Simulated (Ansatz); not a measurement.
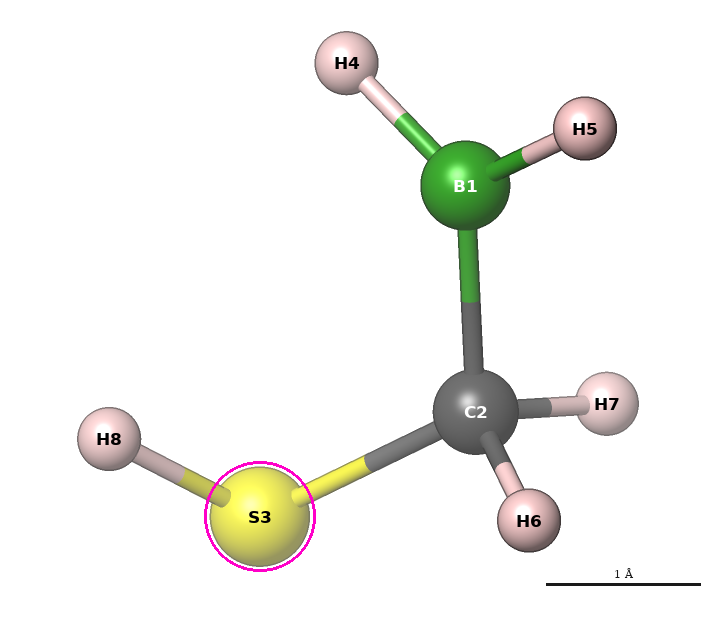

Orthographic view. Atoms fade into the background with distance from the viewer. The geometry was computed by an optimisation with PBE-D4/def2-SVP. No frequency run is at hand to confirm it as a minimum.

Name the neighbours of the circled atom.

The circled atom is S3; it is bonded to C2, H8.

Of C2 and H7, which is nearer the viewer?

C2; the bond to H7 points away from the viewer, so it looks shorter than its 1.12 Å.

Which atom is nearest the viewer?

H5, 1.2 Å in front of the mean position.

What is the shortest path along bonds from the circled atom to H5?

S3–C2–B1–H5, 3 bonds; through space the two are 4.03 Å apart.
